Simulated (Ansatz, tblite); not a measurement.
# MoO2(OH)2 (MoH2O4): rung by rung, part 2 of 2

Aim: run the singlet of MoO2(OH)2 (MoH2O4) at one geometry on many levels, and compare frontier levels, spin and run time.

Ansatz 0.2.0, Gaussian basis; as each input shows. Earlier steps stand in the parts before.

## (17) r2SCAN-D4/def2-TZVPD

in.yaml reads:

```yaml
crystal:
  periodic: [false, false, false]
  atoms:
    - {symbol: Mo, position_ang: [0.286251, 0.071994, 0.221820]}
    - {symbol: O, position_ang: [0.178428, 0.616928, 1.800347]}
    - {symbol: O, position_ang: [1.899845, -0.093942, -0.189413]}
    - {symbol: O, position_ang: [-0.504088, 1.305186, -0.931630]}
    - {symbol: H, position_ang: [-1.063538, 2.046622, -0.672070]}
    - {symbol: O, position_ang: [-0.574946, -1.576678, 0.095169]}
    - {symbol: H, position_ang: [-0.221941, -2.370101, -0.324233]}
basis:
  gaussian: {orbitals: def2-TZVPD, initial_orbitals: start.molden}
hamiltonian: {xc: r2scan, dispersion: d4}
scf: {omitted_lower_state_checks: [starts]}
output: {orbitals: {seedname: orbitals}}
```

Run with:

```bash
$ ansatz run in.yaml --threads 4 --pin off --events-out ev --progress --plain --max-ram 3916MiB
```

The program printed:

```text
Functional definition: r2SCAN
  name "r2SCAN"
  cite "Furness, Kaplan, Ning, Perdew & Sun, J. Phys. Chem. Lett. 11, 8208 (2020) doi:10.1021/acs.jpclett.0c02405"
  cite "Furness, Kaplan, Ning, Perdew & Sun, J. Phys. Chem. Lett. 11, 9248 (2020) doi:10.1021/acs.jpclett.0c03077"
  parent r2scan
  parameter k0 = 0.174
  parameter k1 = 0.065
  parameter a1 = 4.9479
  exchange = r2scan_x(k0 = k0, k1 = k1, a1 = a1)
  correlation = r2scan_c
these checks for a lower state are left out or cut short: starts
1146 factors; their error is unknown
mean field evaluation 1: about -10082.6668 eV, gradient 8.5e0 eV
mean field evaluation 2: about -10082.8512 eV, gradient 2.0e-1 eV
mean field evaluation 4: about -10082.8432 eV, gradient 4.0e-4 eV
mean field -10082.84317277 eV, -370.5376522029 hartree, gradient 1.1e-5 eV, S^2 0.000000; 0 other end points of the search recorded, 0 dependent functions left out
reference -10082.84319852 eV, -370.5376531491 hartree; 24, 24 occupied and 194, 194 virtual orbitals, 1146 factors
Total energy: -10082.88119137 eV, -370.5390493606 hartree
Checks for a lower state left out: starts
```

Run time: 4.1 s. Hardware: 4 threads of Arm Neoverse V2, shared host.

HOMO -7.91 eV, LUMO -2.89 eV.

## (18) CCSD(T)/def2-TZVPP

in.yaml, as its differences from that of step 17:

```diff
@@ -11,4 +11,4 @@
 basis:
-  gaussian: {orbitals: def2-TZVPD, initial_orbitals: start.molden}
-hamiltonian: {xc: r2scan, dispersion: d4}
+  gaussian: {orbitals: def2-TZVPP, initial_orbitals: start.molden}
+correlation: {method: ccsd_t}
 scf: {omitted_lower_state_checks: [starts]}
```

The command is unchanged.

The program printed, shortened:

```text
Functional definition: HF
  name "HF"
  cite "Fock, Z. Phys. 61, 126 (1930) doi:10.1007/BF01340294"
  parent pbe
[...]
1376 factors; integrals over basis functions are off by at most 9.0e-4 eV
[...]
mean field -10023.92327542 eV, -368.3723859126 hartree, gradient 1.4e-6 eV, S^2 0.000000; 0 other end points of the search recorded, 0 dependent functions left out
4 core orbitals not correlated: weight in the atoms' cores, before any rotation towards them, 1.000 or more for the frozen orbitals, at most 0.000 for the correlated occupied ones
reference -10023.92327542 eV, -368.3723859126 hartree; 20, 20 occupied and 184, 184 virtual orbitals, 1376 factors
second order -43.01276612 eV of doubles, -0.00000000 eV of singles
cycle   1  -37.61461415 eV  change     5.4e0 eV  update   3.5e-1
[...]
cycle  14  -40.50140990 eV  change    2.0e-5 eV  update   3.0e-6
perturbative correction -2.42593751 eV, -0.0891515592 hartree
Total energy: -10066.85062284 eV, -369.9499368328 hartree
Checks for a lower state left out: starts
```

Wall time 3 min (4 threads of Arm Neoverse V2, shared host); peak memory 3.4 GiB.

Hartree-Fock HOMO -13.29 eV, LUMO 1.44 eV; T1 0.025.

## (19) MP2/def2-TZVP

in.yaml, as its differences from that of step 18:

```diff
@@ -11,4 +11,4 @@
 basis:
-  gaussian: {orbitals: def2-TZVPP, initial_orbitals: start.molden}
-correlation: {method: ccsd_t}
+  gaussian: {orbitals: def2-TZVP, initial_orbitals: start.molden}
+correlation: {method: mp2}
 scf: {omitted_lower_state_checks: [starts]}
```

Same command.

The program printed:

```text
Functional definition: HF
  name "HF"
  cite "Fock, Z. Phys. 61, 126 (1930) doi:10.1007/BF01340294"
  parent pbe
  exchange = exact_x
  correlation = 0
these checks for a lower state are left out or cut short: starts
1283 factors; integrals over basis functions are off by at most 1.1e-3 eV
mean field evaluation 1: about -10021.7082 eV, gradient 3.0e1 eV
mean field evaluation 2: about -10022.9816 eV, gradient 1.6e0 eV
mean field evaluation 4: about -10023.4969 eV, gradient 2.6e0 eV
mean field evaluation 8: about -10023.5075 eV, gradient 6.9e-4 eV
mean field -10023.50752349 eV, -368.3571073108 hartree, gradient 1.1e-6 eV, S^2 0.000000; 0 other end points of the search recorded, 0 dependent functions left out
4 core orbitals not correlated: weight in the atoms' cores, before any rotation towards them, 1.000 or more for the frozen orbitals, at most 0.000 for the correlated occupied ones
reference -10023.50752349 eV, -368.3571073108 hartree; 20, 20 occupied and 152, 152 virtual orbitals, 1283 factors
second order -40.96379391 eV of doubles, -0.00000000 eV of singles
Total energy: -10064.47131740 eV, -369.8624989708 hartree
Checks for a lower state left out: starts
```

Run time: 1.8 s. Hardware: 4 threads of Arm Neoverse V2, shared host.

From the report: Hartree-Fock HOMO -13.32 eV, LUMO 1.38 eV.

## (20) RPA/def2-TZVP

in.yaml, as its differences from that of step 19:

```diff
@@ -12,4 +12,4 @@
   gaussian: {orbitals: def2-TZVP, initial_orbitals: start.molden}
-correlation: {method: mp2}
+hamiltonian: {xc: pbe}
+correlation: {method: rpa}
 scf: {omitted_lower_state_checks: [starts]}
-output: {orbitals: {seedname: orbitals}}
```

Launched as before.

The program printed, shortened:

```text
Functional definition: PBE
  name "PBE"
  cite "Perdew, Burke & Ernzerhof, Phys. Rev. Lett. 77, 3865 (1996) doi:10.1103/PhysRevLett.77.3865"
  parent pbe
[...]
1283 factors; integrals over basis functions are off by at most 1.1e-3 eV
[...]
mean field -10078.29732130 eV, -370.3705952423 hartree, gradient 1.1e-6 eV, S^2 0.000000; 0 other end points of the search recorded, 0 dependent functions left out
4 core orbitals not correlated: weight in the atoms' cores, before any rotation towards them, 1.000 or more for the frozen orbitals, at most 0.000 for the correlated occupied ones
reference -10021.01554818 eV, -368.2655289072 hartree; 20, 20 occupied and 152, 152 virtual orbitals, 1283 factors
Total energy: -10077.83572052 eV, -370.3536317266 hartree
Checks for a lower state left out: starts
```

Run time: 3.8 s. Hardware: 4 threads of Arm Neoverse V2, shared host.

## (21) Levels side by side

```tsv
level	functions	HOMO (eV)	LUMO (eV)	gap (eV)	time
HF/def2-TZVP	176	-13.32	1.38	14.70	1.4 s
LDA/def2-TZVP	176	-7.74	-3.12	4.62	0.85 s
PBE-D4/def2-SVP	97	-7.35	-2.72	4.63	0.85 s
PBE-D4/def2-TZVP	176	-7.50	-2.88	4.62	1.5 s
PBE-D4/def2-TZVPD	218	-7.56	-2.96	4.60	2.2 s
r2SCAN-D4/def2-TZVP	176	-7.89	-2.86	5.03	3.4 s
r2SCAN-D4/def2-TZVPD	218	-7.91	-2.89	5.02	4.1 s
r2SCANh-D4/def2-TZVP	176	-8.51	-2.57	5.94	3.5 s
PBE0-D4/def2-SVP	97	-9.11	-2.07	7.03	1.1 s
PBE0-D4/def2-TZVP	176	-9.17	-2.15	7.02	1.9 s
PBE0-D4/def2-TZVPD	218	-9.19	-2.20	7.00	2.7 s
r2SCAN0-D4/def2-TZVP	176	-9.45	-2.13	7.31	3.6 s
CAM-B3LYP-D4/def2-TZVP	176	-10.64	-1.08	9.56	2.3 s
LC-ωPBE/def2-TZVP	176	-11.94	0.13	12.07	1.9 s
```

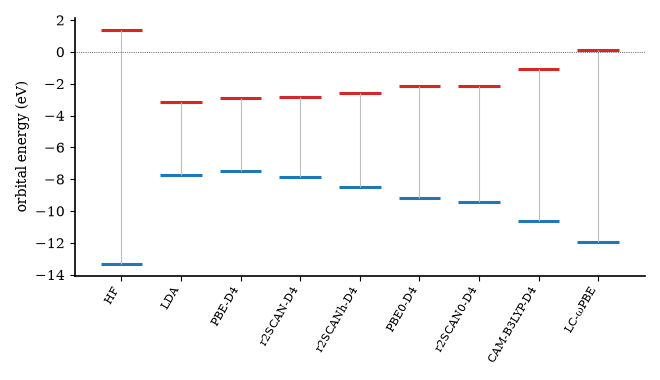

Highest filled (blue) and lowest empty (red) level in def2-TZVP.

The pieces so far (eV):

```tsv
basis	HF	MP2 correlation	CCSD correlation	(T)	total
def2-TZVPP	-10023.9233	-43.0128	-40.5014	-2.4259	-10066.8506
def2-TZVP	-10023.5075	-40.9638			-10064.4713 (MP2)
```

## (22) Binding energy

Free atoms were run apart at each level; binding is atoms less cluster, divided by the number of atoms, without zero-point or spin-orbit terms.

Differences are taken before rounding.

```tsv
method	binding an atom (eV)	from CCSD(T)/def2-TZVPP (eV)	time
HF/def2-TZVP	2.054	-2.260	1.4 s
HF/def2-TZVPP	2.113	-2.201	
LDA/def2-TZVP	5.475	+1.161	0.85 s
PBE-D4/def2-SVP	4.782	+0.468	0.85 s
PBE-D4/def2-TZVP	4.722	+0.407	1.5 s
PBE-D4/def2-TZVPD	4.725	+0.410	2.2 s
r2SCAN-D4/def2-TZVP	4.459	+0.145	3.4 s
r2SCAN-D4/def2-TZVPD	4.466	+0.152	4.1 s
r2SCANh-D4/def2-TZVP	4.310	-0.005	3.5 s
PBE0-D4/def2-SVP	4.323	+0.009	1.1 s
PBE0-D4/def2-TZVP	4.292	-0.022	1.9 s
PBE0-D4/def2-TZVPD	4.301	-0.014	2.7 s
r2SCAN0-D4/def2-TZVP	4.091	-0.223	3.6 s
CAM-B3LYP-D4/def2-TZVP	4.411	+0.097	2.3 s
LC-ωPBE/def2-TZVP	4.302	-0.013	1.9 s
MP2/def2-TZVP	4.657	+0.342	1.8 s
CCSD/def2-TZVPP	4.052	-0.262	
CCSD(T)/def2-TZVPP	4.314	0	3 min
```

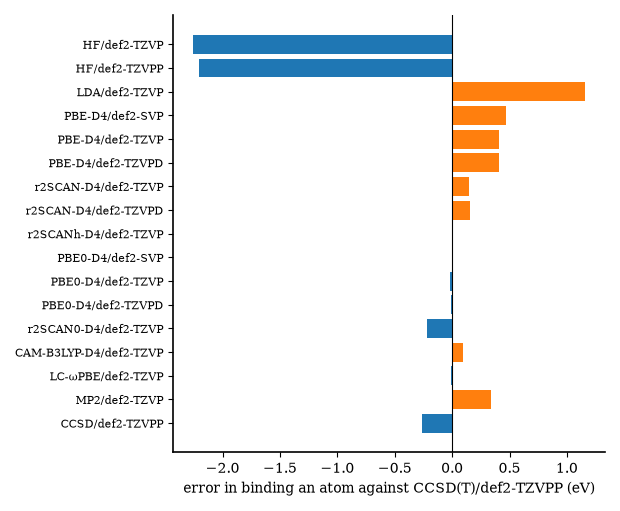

Deviations from CCSD(T)/def2-TZVPP, method by method.

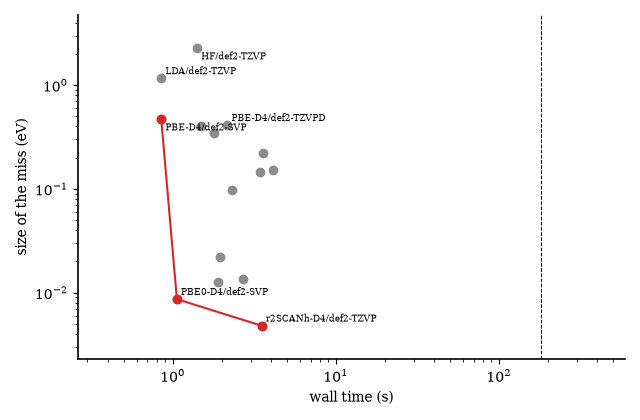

Accuracy for the time spent; red marks the levels that beat every quicker one drawn (of those quicker than the yardstick), and the dashed line is the time of CCSD(T)/def2-TZVPP. Only those levels and the largest misses are named. Times are from a shared host.

## (23) What came out

What follows sums up all 2 parts.

| quantity | value |
| --- | --- |
| gap in def2-TZVP, named functionals and Hartree-Fock, smallest and largest | 4.62 eV (LDA), 14.70 eV (HF) |
| correlation energy, CCSD(T)/def2-TZVPP | -42.93 eV |
| correlation energy, MP2/def2-TZVP | -40.96 eV |
| binding an atom, CCSD(T)/def2-TZVPP | 4.314 eV |
| PBE0 total energy, smallest basis above largest | 10.76 eV (def2-SVP, def2-TZVPD) |

What this shows: Orbital gaps of the named functionals and Hartree-Fock in def2-TZVP span 4.62 eV (LDA) to 14.70 eV (HF); exact exchange widens it. The functionals in def2-TZVP miss CCSD(T)/def2-TZVPP by -0.223 (r2SCAN0-D4) to +1.161 eV (LDA) an atom. The reference is CCSD(T) in one finite basis, so it carries an error of its own, often a tenth of an eV or more, and near misses can't be ranked.

r2SCANh-D4/def2-TZVP reaches 0.005 eV from the reference in 3.5 s, where CCSD(T)/def2-TZVPP took 3 min; the quickest level in the cost chart, PBE-D4/def2-SVP, takes 0.85 s and misses by 0.468 eV. The slowest run with a step of its own, CCSD(T)/def2-TZVPP, took 3 min; the quickest functional in def2-TZVP took 0.85 s (shared host).
